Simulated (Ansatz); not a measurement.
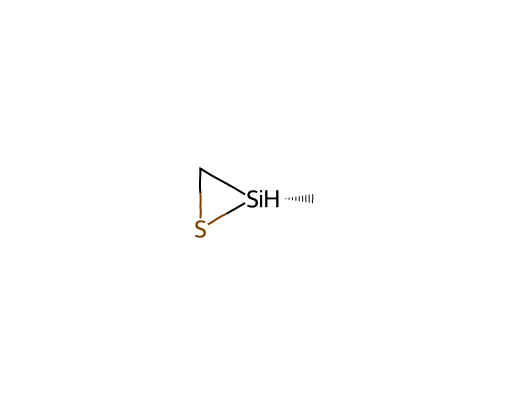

(Drawn from a calculation with Ansatz.)

2D structure.

Transcribe the drawing into SMILES.

C[Si@H]1CS1

What is the molecular formula?

C2H6SSi.

An optimisation with PBE-D4/def2-SVP gave a structure of which point group?

C1.
